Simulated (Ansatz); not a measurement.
# The perfect Ir wire along [111], 7 atoms a period

Wanted: the relaxed geometry and the bands of the Ir wire along [111], 7 atoms a period.

Program: Ansatz 0.2.0. Level of theory: DFT PBE, plane waves, PAW; relaxation of a wire's period; PAW set soft_1, in the first sound run; inputs show where later runs differ. Results are calculated unless marked as measured.

## 1. Starting point

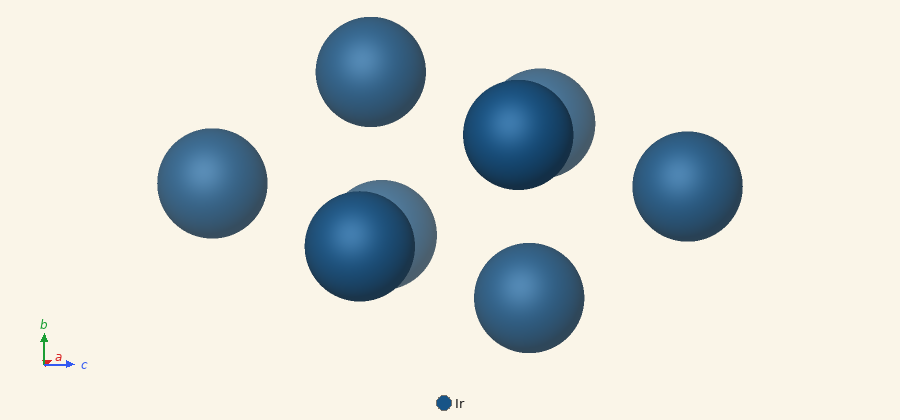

The starting structure, seen from the side, with the c axis across the page (iridium blue). Some periodic images of atoms are drawn too.

The cell holds 7 atoms: 7 Ir. Its edges and angles: a = 9.537 Å, b = 9.960 Å, c = 6.703 Å, α = 90.0°, β = 90.0°, γ = 90.0°. Vacuum lies along a and b. The structure's axis is c.

## 2. Relaxing the period

Band widths follow the bond lengths, so the wire is relaxed first. The atoms and the third cell vector are free; the box across stays fixed as vacuum. A Fermi-Dirac smearing is set since the result may be a metal. The pressure printed is a third of the stress's trace over the whole box, vacuum included; only the stress along the axis is relaxed.

File input.yaml:

```yaml
crystal:
  lattice:
    - [9.537, 0.0, 0.0]
    - [0.0, 9.96, 0.0]
    - [0.0, 0.0, 6.7030366253]
  atoms:
    - { symbol: Ir, position: [0.499973956, 0.499992057, 0.0] }
    - { symbol: Ir, position: [0.356506239, 0.420678759, 0.333333333] }
    - { symbol: Ir, position: [0.499973956, 0.658618651, 0.333333333] }
    - { symbol: Ir, position: [0.643441674, 0.420678759, 0.333333333] }
    - { symbol: Ir, position: [0.356506239, 0.579305354, 0.666666667] }
    - { symbol: Ir, position: [0.499973956, 0.341365462, 0.666666667] }
    - { symbol: Ir, position: [0.643441674, 0.579305354, 0.666666667] }
kpoints:
  mp_grid: { grid: [1, 1, 12] }
scf:
  occupations: { method: fermi_dirac, width: 0.05 }
hamiltonian:
  xc: pbe
  pseudopotentials: { kind: paw, azcp: { folder: soft_1 } }
relax:
  cell: { fix: [a, b, alpha, beta, gamma] }
  max_steps: 45
  f_tol: 0.03
```

Run with:

```
$ ansatz run input.yaml --threads 4 --pin off --max-ram 16384MiB --backend cpu --events-out ev --progress --plain --runs-dir out
```

Numbers of over 12 decimals in the logs are rounded to 6 here.

Output:

```text
Engine: ansatz 0.2.0, aarch64-unknown-linux-gnu
Pseudopotentials: kind: paw
Pseudopotential: Ir, paw, valence charge 17, recommended cutoff 420 eV (normal), soft_1/Ir.paw.azcp
Functional definition: PBE
  parameter kappa = 0.804
  parameter beta = 0.066725
  exchange = pbe_x(kappa = kappa, mu = beta*pi^2/3)
  correlation = pbe_c(beta = beta)
Crystal: 7 atoms, lattice volume = 636.712 Å³
Basis set: ecut = 420 eV, 12441 PW (Γ), exchange–correlation on 128×144×90 points (8 copies of the dense FFT grid, shifted against one another)
Bands: 72, of which v1, the nominal top of the filled ones, is band 60 counted from 1 (59 counted from 0)
Symmetry: 4 space group operations
Space group: P2/m (ITA 10), of the structure as read, at distance tolerance 8.6e-5 Å
k-points: 7 of 12
Non-local potential: Ir, projectors of the file, l = 0: 3, l = 1: 2, l = 2: 2, l = 3: 1
PAW form: soft (Blöchl's): semilocal exchange-correlation on the pseudo side does not see the compensation charge
PAW one-centre angular grid: Ir, 590 points (default); XC on 64 Gauss nodes
Initial density: superposition of atomic densities (neutral atoms: chi_scale 0, normalization atom)
Initial wavefunctions: pseudopotential atomic-orbital guess
Functional: x = pbe(κ = 0.804, μ = 0.219515), c = pbe(β = 0.066725)
SCF iter   1: F=—  HF=-83540.763054 eV  |F-HF|=—  |Δ(HF+E_count)|=         —  Δρ=3.13e-2  dr2=1.57e1  ethr=3.10e-3  ⟨swp⟩=8.7  Hψ=2009  notcnv=0
preconditioner: auto → LDOS  [metal: Δε(μ)=0.141 eV  Ē_g=3.964 eV  σ=0.050 eV  W_gap=0.45  n_scr=92 (ndim 8)  ℏωp=11.7 eV  f_vac=0.642  D(μ)=14.73/eV (n_scr^D=84)  β→1.0]
SCF iter   2: F=—  HF=-83542.645380 eV  |F-HF|=—  |Δ(HF+E_count)|=    1.88e0  Δρ=4.25e-2  dr2=3.72e1  ethr=3.10e-3  ⟨swp⟩=3.7  Hψ=1323  notcnv=0  defer=7  recentre
SCF iter   3: F=—  HF=-83537.707638 eV  |F-HF|=—  |Δ(HF+E_count)|=    4.94e0  Δρ=1.31e-2  dr2=3.42e0  ethr=3.10e-3  ⟨swp⟩=3.3  Hψ=1331  notcnv=0  defer=6
SCF iter   4: F=—  HF=-83537.159829 eV  |F-HF|=—  |Δ(HF+E_count)|=   5.48e-1  Δρ=4.55e-3  dr2=3.53e-1  ethr=2.88e-3  ⟨swp⟩=2.0  Hψ=617  notcnv=0  defer=6
SCF iter   5: F=—  HF=-83537.132553 eV  |F-HF|=—  |Δ(HF+E_count)|=   2.73e-2  Δρ=1.87e-3  dr2=2.09e-2  ethr=2.96e-4  ⟨swp⟩=2.0  Hψ=800  notcnv=0  defer=6
SCF iter   6: F=—  HF=-83537.138891 eV  |F-HF|=—  |Δ(HF+E_count)|=   6.34e-3  Δρ=6.18e-4  dr2=4.19e-3  ethr=1.75e-5  ⟨swp⟩=2.0  Hψ=800  notcnv=0  defer=6
SCF iter   7: F=—  HF=-83537.139366 eV  |F-HF|=—  |Δ(HF+E_count)|=   4.75e-4  Δρ=2.92e-4  dr2=1.19e-3  ethr=3.52e-6  ⟨swp⟩=1.7  Hψ=549  notcnv=0  defer=6
SCF iter   8: F=—  HF=-83537.139290 eV  |F-HF|=—  |Δ(HF+E_count)|=   7.61e-5  Δρ=1.91e-4  dr2=3.70e-4  ethr=9.97e-7  ⟨swp⟩=2.0  Hψ=684  notcnv=0  defer=6
SCF iter   9: F=—  HF=-83537.139289 eV  |F-HF|=—  |Δ(HF+E_count)|=   9.42e-7  Δρ=1.26e-4  dr2=2.47e-4  ethr=3.11e-7  ⟨swp⟩=2.4  Hψ=721  notcnv=0  defer=6
SCF iter  10: F=—  HF=-83537.139266 eV  |F-HF|=—  |Δ(HF+E_count)|=   2.27e-5  Δρ=3.61e-5  dr2=1.49e-5  ethr=2.07e-7  ⟨swp⟩=1.0  Hψ=498  notcnv=0  defer=6
SCF iter  11: F=—  HF=-83537.139460 eV  |F-HF|=—  |Δ(HF+E_count)|=   1.94e-4  Δρ=1.14e-5  dr2=9.71e-7  ethr=1.26e-8  ⟨swp⟩=2.0  Hψ=670  notcnv=0  defer=6
SCF iter  12: F=—  HF=-83537.139460 eV  |F-HF|=—  |Δ(HF+E_count)|=   2.89e-7  Δρ=3.87e-6  dr2=1.52e-7  ethr=8.16e-10  ⟨swp⟩=2.0  Hψ=730  notcnv=0  defer=6
SCF iter  13: F=-83537.139460 eV  HF=-83537.139460 eV  |F-HF|=5.38e-9  |Δ(HF+E_count)|=   2.40e-8  Δρ=1.90e-6  dr2=2.32e-8  ethr=8.40e-11  ⟨swp⟩=4.0  Hψ=1617  notcnv=0
SCF 1 converged in 13 iterations: F = -83537.139460 eV  dr2 = 2.32e-8
  greatest PAW one-centre occupation: 1.000 electrons in one spin orbital (limit 2), on the Ir atom at site 0 (counted from 0), in its partial waves of l = 0
relax step   1: F+E_penalty+E_count = -83537.13945989 eV  Δ(F+E_penalty+E_count) = +0.000e0 eV  max|allowed force component| = 3.587e0 eV/Å  Δτ_max = 0.0000 Å  P = -5.228 GPa  Ω = 636.712 Å³  fix = [a, b, alpha, beta, gamma]  reactions: a -4.250, b -4.264 GPa; alpha -0.011 GPa/rad  (13 SCF iters, dr2 threshold 1.00e-7 eV, accepted)
Crystal: 7 atoms, lattice volume = 622.047 Å³
Basis set: ecut = 420 eV, 12143 PW (Γ), exchange–correlation on 128×144×90 points (8 copies of the dense FFT grid, shifted against one another)
Initial density: handed on by an earlier stage of this run
Initial wavefunctions: those handed on with the density
iter 1 solved again at ethr=2.62e-3 eV; its pass at ethr=3.10e-3 eV (dr2=3.12e0 eV) is discarded
SCF iter   1: F=—  HF=-83539.259469 eV  |F-HF|=—  |Δ(HF+E_count)|=         —  Δρ=2.18e-2  dr2=3.15e0  ethr=2.62e-3  ⟨swp⟩=1.0  Hψ=2680  notcnv=0
preconditioner: auto → LDOS  [metal: Δε(μ)=0.056 eV  Ē_g=4.547 eV  σ=0.050 eV  W_gap=0.26  n_scr=92 (ndim 8)  ℏωp=11.8 eV  f_vac=0.688  D(μ)=22.71/eV (n_scr^D=178)  β→1.0]
SCF iter   2: F=—  HF=-83539.643913 eV  |F-HF|=—  |Δ(HF+E_count)|=   3.84e-1  Δρ=1.64e-2  dr2=4.63e0  ethr=2.62e-3  ⟨swp⟩=3.0  Hψ=927  notcnv=0
SCF iter   3: F=—  HF=-83538.912741 eV  |F-HF|=—  |Δ(HF+E_count)|=   7.31e-1  Δρ=2.83e-3  dr2=1.43e-1  ethr=2.62e-3  ⟨swp⟩=2.0  Hψ=870  notcnv=0  defer=8
SCF iter   4: F=—  HF=-83538.903394 eV  |F-HF|=—  |Δ(HF+E_count)|=   9.35e-3  Δρ=1.52e-3  dr2=2.11e-2  ethr=1.20e-4  ⟨swp⟩=2.0  Hψ=807  notcnv=0  defer=8
SCF iter   5: F=—  HF=-83538.902006 eV  |F-HF|=—  |Δ(HF+E_count)|=   1.39e-3  Δρ=5.20e-4  dr2=6.95e-3  ethr=1.78e-5  ⟨swp⟩=2.0  Hψ=798  notcnv=0  defer=8
SCF iter   6: F=—  HF=-83538.901227 eV  |F-HF|=—  |Δ(HF+E_count)|=   7.79e-4  Δρ=2.48e-4  dr2=5.45e-4  ethr=5.84e-6  ⟨swp⟩=2.0  Hψ=783  notcnv=0  defer=8
SCF iter   7: F=—  HF=-83538.901468 eV  |F-HF|=—  |Δ(HF+E_count)|=   2.42e-4  Δρ=1.41e-4  dr2=1.48e-4  ethr=4.58e-7  ⟨swp⟩=2.0  Hψ=757  notcnv=0  defer=8
SCF iter   8: F=—  HF=-83538.901477 eV  |F-HF|=—  |Δ(HF+E_count)|=   8.53e-6  Δρ=5.82e-5  dr2=2.33e-5  ethr=1.24e-7  ⟨swp⟩=2.0  Hψ=716  notcnv=0  defer=8
SCF iter   9: F=—  HF=-83538.901479 eV  |F-HF|=—  |Δ(HF+E_count)|=   2.24e-6  Δρ=1.81e-5  dr2=2.17e-6  ethr=1.96e-8  ⟨swp⟩=2.1  Hψ=706  notcnv=0  defer=8
SCF iter  10: F=—  HF=-83538.901480 eV  |F-HF|=—  |Δ(HF+E_count)|=   1.10e-6  Δρ=9.49e-6  dr2=1.25e-6  ethr=5.88e-10  ⟨swp⟩=5.0  Hψ=1850  notcnv=0
SCF iter  11: F=-83538.901480 eV  HF=-83538.901480 eV  |F-HF|=5.54e-8  |Δ(HF+E_count)|=   1.35e-8  Δρ=3.43e-6  dr2=1.06e-7  ethr=5.88e-10  ⟨swp⟩=3.0  Hψ=1791  notcnv=0
SCF 2 converged in 11 iterations: F = -83538.901480 eV  dr2 = 1.06e-7
  greatest PAW one-centre occupation: 1.000 electrons in one spin orbital (limit 2), on the Ir atom at site 6 (counted from 0), in its partial waves of l = 0
[...]
SCF iter   3: F=—  HF=-83539.666860 eV  |F-HF|=—  |Δ(HF+E_count)|=   1.62e-1  Δρ=4.02e-3  dr2=2.04e-1  ethr=9.61e-4  ⟨swp⟩=2.0  Hψ=870  notcnv=0  defer=7
SCF iter   4: F=—  HF=-83539.662409 eV  |F-HF|=—  |Δ(HF+E_count)|=   4.45e-3  Δρ=2.10e-3  dr2=5.60e-2  ethr=1.72e-4  ⟨swp⟩=2.0  Hψ=655  notcnv=0  defer=7
SCF iter   5: F=—  HF=-83539.662379 eV  |F-HF|=—  |Δ(HF+E_count)|=   3.04e-5  Δρ=7.00e-4  dr2=8.01e-3  ethr=4.71e-5  ⟨swp⟩=2.0  Hψ=616  notcnv=0  defer=7
SCF iter   6: F=—  HF=-83539.661973 eV  |F-HF|=—  |Δ(HF+E_count)|=   4.05e-4  Δρ=2.13e-4  dr2=2.91e-4  ethr=6.73e-6  ⟨swp⟩=2.1  Hψ=767  notcnv=0  defer=7
SCF iter   7: F=—  HF=-83539.662278 eV  |F-HF|=—  |Δ(HF+E_count)|=   3.05e-4  Δρ=7.18e-5  dr2=3.24e-5  ethr=2.45e-7  ⟨swp⟩=2.0  Hψ=684  notcnv=0  defer=7
SCF iter   8: F=—  HF=-83539.662288 eV  |F-HF|=—  |Δ(HF+E_count)|=   1.00e-5  Δρ=3.08e-5  dr2=6.94e-6  ethr=2.72e-8  ⟨swp⟩=2.0  Hψ=719  notcnv=0  defer=7
SCF iter   9: F=-83539.662292 eV  HF=-83539.662292 eV  |F-HF|=8.18e-8  |Δ(HF+E_count)|=   3.54e-6  Δρ=8.33e-6  dr2=5.33e-7  ethr=5.88e-10  ⟨swp⟩=3.9  Hψ=1920  notcnv=0
SCF 3 converged in 9 iterations: F = -83539.662292 eV  dr2 = 5.33e-7
relax step   3: F+E_penalty+E_count = -83539.66229186 eV  Δ(F+E_penalty+E_count) = -7.608e-1 eV  max|allowed force component| = 7.570e-1 eV/Å  Δτ_max = 0.1080 Å  P = -0.809 GPa  Ω = 591.242 Å³  energy of the carried Pulay correction = +3.262e-3 eV  fix = [a, b, alpha, beta, gamma]  reactions: a -0.815, b -0.876 GPa; alpha -0.004 GPa/rad  (9 SCF iters, dr2 threshold 7.00e-7 eV, accepted)
[...]
relax step   4: F+E_penalty+E_count = -83539.72358335 eV  Δ(F+E_penalty+E_count) = -6.129e-2 eV  max|allowed force component| = 5.404e-2 eV/Å  Δτ_max = 0.0251 Å  P = +0.102 GPa  Ω = 591.458 Å³  energy of the carried Pulay correction = +3.246e-3 eV  fix = [a, b, alpha, beta, gamma]  reactions: a +0.120, b +0.069 GPa; alpha +0.001 GPa/rad  (8 SCF iters, dr2 threshold 7.00e-7 eV, accepted)
[...]
relax step   5: F+E_penalty+E_count = -83539.72419109 eV  Δ(F+E_penalty+E_count) = -6.077e-4 eV  max|allowed force component| = 1.769e-2 eV/Å  Δτ_max = 0.0038 Å  P = -0.002 GPa  Ω = 593.042 Å³  energy of the carried Pulay correction = +3.125e-3 eV  fix = [a, b, alpha, beta, gamma]  reactions: a +0.069, b +0.013 GPa; alpha -0.003 GPa/rad  (7 SCF iters, dr2 threshold 1.82e-7 eV, accepted)
[...]
relax step   6: F+E_penalty+E_count = -83539.72438102 eV  Δ(F+E_penalty+E_count) = -1.899e-4 eV  max|allowed force component| = 3.350e-3 eV/Å  Δτ_max = 0.0003 Å  P = +0.040 GPa  Ω = 592.533 Å³  energy of the carried Pulay correction = +3.164e-3 eV  fix = [a, b, alpha, beta, gamma]  reactions: a +0.092, b +0.033 GPa; alpha -0.002 GPa/rad  (6 SCF iters, dr2 threshold 1.98e-8 eV, accepted)
Initial wavefunctions: pseudopotential atomic-orbital guess (no wavefunctions were taken with the density)
iter 1 solved again at ethr=2.22e-6 eV; its pass at ethr=3.10e-3 eV (dr2=2.64e-3 eV) is discarded
SCF iter   1: F=—  HF=-83539.719542 eV  |F-HF|=—  |Δ(HF+E_count)|=         —  Δρ=1.15e-4  dr2=1.27e-5  ethr=2.22e-6  ⟨swp⟩=3.1  Hψ=3304  notcnv=0
eigensolver tolerance schedule: the retry pair's looser diagonalisation over-reported the residual by 206.71 of it (diagonalisation noise at 0.17 of the residual, at the tolerance the schedule requests for it); recorded, not acted on — ethr = c·dr2/N_el stays at c = 1.0e-1
preconditioner: auto → LDOS  [metal: Δε(μ)=0.009 eV  Ē_g=4.307 eV  σ=0.050 eV  W_gap=0.05  n_scr=88 (ndim 8)  ℏωp=12.1 eV  f_vac=0.665  D(μ)=20.87/eV (n_scr^D=170)  β→1.0]
SCF iter   2: F=—  HF=-83539.719568 eV  |F-HF|=—  |Δ(HF+E_count)|=   2.56e-5  Δρ=2.80e-5  dr2=4.10e-6  ethr=1.07e-8  ⟨swp⟩=3.0  Hψ=1106  notcnv=0
SCF iter   3: F=—  HF=-83539.719837 eV  |F-HF|=—  |Δ(HF+E_count)|=   2.69e-4  Δρ=1.54e-5  dr2=2.60e-6  ethr=3.44e-9  ⟨swp⟩=3.6  Hψ=1133  notcnv=0
SCF iter   4: F=—  HF=-83539.719836 eV  |F-HF|=—  |Δ(HF+E_count)|=   4.20e-7  Δρ=4.31e-6  dr2=8.32e-8  ethr=2.19e-9  ⟨swp⟩=2.0  Hψ=714  notcnv=0
SCF iter   5: F=—  HF=-83539.719836 eV  |F-HF|=—  |Δ(HF+E_count)|=   2.39e-8  Δρ=1.13e-6  dr2=6.99e-9  ethr=6.99e-11  ⟨swp⟩=2.0  Hψ=734  notcnv=0
SCF iter   6: F=—  HF=-83539.719836 eV  |F-HF|=—  |Δ(HF+E_count)|=  4.66e-10  Δρ=4.41e-7  dr2=1.83e-9  ethr=5.87e-12  ⟨swp⟩=2.3  Hψ=812  notcnv=0
SCF iter   7: F=—  HF=-83539.719836 eV  |F-HF|=—  |Δ(HF+E_count)|=  2.76e-10  Δρ=1.01e-7  dr2=2.31e-10  ethr=1.54e-12  ⟨swp⟩=2.3  Hψ=733  notcnv=0
SCF iter   8: F=-83539.719836 eV  HF=-83539.719836 eV  |F-HF|=1.46e-11  |Δ(HF+E_count)|=  5.82e-11  Δρ=5.21e-8  dr2=2.32e-11  ethr=1.00e-12  ⟨swp⟩=5.0  Hψ=1826  notcnv=0
SCF 7 converged in 8 iterations: F = -83539.719836 eV  dr2 = 2.32e-11
relax step   7: F+E_penalty+E_count = -83539.71983615 eV  Δ(F+E_penalty+E_count) = +4.545e-3 eV  max|allowed force component| = 3.748e-3 eV/Å  Δτ_max = 0.0000 Å  P = +0.043 GPa  Ω = 592.533 Å³  fix = [a, b, alpha, beta, gamma]  reactions: a +0.094, b +0.036 GPa; alpha -0.002 GPa/rad  stress off target by 1.10e-3 GPa on what of the cell is left free  SCF on the basis re-selected at this cell (its energy is not comparable with the rows above)  (8 SCF iters)
basis re-selected at this cell: Δ(F+E_penalty+E_count) = +4.545e-3 eV, ΔP = +0.002 GPa vs the last step (what re-selecting the basis moved, of the pressure what is left beyond the Pulay correction that the steps carried, after the strain that the cell walked since its last selection, with what the two solves' SCF thresholds leave and, on support functions, any second-order correction that the steps lacked; it is no m [...]
SCF converged after 8 iterations
Free energy (F): -83539.719836 eV
Harris-Foulkes:  -83539.719836 eV  (|F-HF|=1.46e-11)
Internal energy: -83539.550998 eV  (E = F + TS)
E sigma→0 (E₀):  -83539.635417 eV
Entropy (-TS):   -0.168839 eV (-24.120 meV/atom)
Fermi energy:    0.386821 eV
--- Per-component energies (eV) ---
  E_band       = -3481.103032
  E_kinetic    = 3778.866305
  E_local      = -46595.269998  (includes V_loc(G=0)·N_el)
  E_nonlocal   = 1342.515928
  E_hartree    = 20868.699169
  E_xc         = -1593.682380
  E_vxc        = -1771.093398  (∫ρ·V_xc dr)
  E_paw        = -64862.085703  (= ΣΔE_a)
  E_vpaw       = -1973.522303  (= ΣTr[D̂ρ^β])
  E_aug_tail   = 0.002582  (compensation charges beyond the density's cutoff)
  E_ewald      = 3521.403099
  E_smearing   = -0.168839  (= −TS)
  E_closure    = -0.000000  (closes the sum)
  Σ components = -83539.719836   (vs F -83539.719836, Δ=0.00e0)
--- Forces (eV/Å), atoms counted from 1 ---
  atom   1  Ir     0.00000000     0.00000000     0.00000000
  atom   2  Ir    -0.00065849    -0.00374815     0.00188397
  atom   3  Ir    -0.00000000     0.00054091    -0.00064878
  atom   4  Ir     0.00065849    -0.00374815     0.00188397
  atom   5  Ir    -0.00065849     0.00374815    -0.00188397
  atom   6  Ir     0.00000000    -0.00054091     0.00064878
  atom   7  Ir     0.00065849     0.00374815    -0.00188397
  max |Σ_I F_I| component: 0.00e0 eV/Å
--- Stress (GPa, compression-positive) ---
        0.094219      -0.000000      -0.000000
       -0.000000       0.035533       0.002039
       -0.000000       0.002039      -0.001096
  P = ⅓ Tr σ = 0.0429 GPa (0.429 kbar)
--- Relaxed structure (6 steps of the walk, 6 accepted, 1 SCFs on fresh bases) ---
  F+E_penalty+E_count = -83539.71983615 eV   max|allowed force component| = 3.748e-3 eV/Å   (the final SCF, on the basis selected at the relaxed cell)
  cell:  # Å, volume = 592.5329 Å³
    - [9.537, 0, 0]
    - [0, 9.96, 0]
    - [0, 0, 6.237942]
  atoms:
    - { symbol: Ir, position: [0.499974, 0.500000, 0] }
    - { symbol: Ir, position: [0.366694, 0.425871, 0.335101] }
    - { symbol: Ir, position: [0.499974, 0.647415, 0.334644] }
    - { symbol: Ir, position: [0.633254, 0.425871, 0.335101] }
    - { symbol: Ir, position: [0.366694, 0.574129, 0.664899] }
    - { symbol: Ir, position: [0.499974, 0.352585, 0.665356] }
    - { symbol: Ir, position: [0.633254, 0.574129, 0.664899] }
```

Elapsed: 53 s, on 4 threads of Arm Neoverse V1, shared host; peak memory 1.2 GiB; 2.8 min of CPU time.

[end of part 1 of 2]

[Logs are printed without paths, hosts, clocks, repeated set-up lines and the standing remarks that a program may print on its own settings, such as how far it seeks lower states.]

[Hosts, paths, dates, database ids (printed as entryN), source tags and the programs' standing remarks are cut or masked in the printed files.]
